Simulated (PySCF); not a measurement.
Heptafluorocyclopentane, SMILES FC1(F)C(CC(F)(C1(F)F)F)F (C5H3F7), GFN2-xTB optimised geometry. Atoms within 1.6 Å of the plane z = 0.0 Å (x, y, z in Å): C3 (-0.97, -0.25, -1.24), C4 (-0.53, 0.55, 0.00), F5 (-1.01, 1.81, 0.00), F6 (-0.98, -0.02, 1.14), C7 (1.04, 0.55, 0.00), F8 (1.55, 0.47, 1.23), F9 (1.50, 1.68, -0.56), C10 (1.39, -0.67, -0.89), F11 (2.64, -0.64, -1.37), F12 (1.28, -1.81, -0.15), H14 (-1.55, -1.11, -0.91).

Computed with CAM-B3LYP/def2-TZVP run with PySCF. Cells within 0.4 Å of a nucleus heavier than hydrogen are left out (blank, or x).

Map of the electrostatic potential (hartree/e), clipped to [-0.08, 0.12] on the plane z = 0.0 Å:

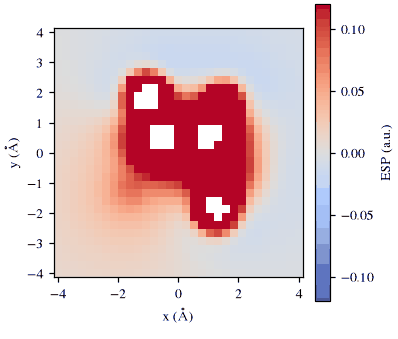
Fig. 1. Electrostatic potential (hartree/e), clipped to [-0.08, 0.12] on the plane z = 0.0 Å.
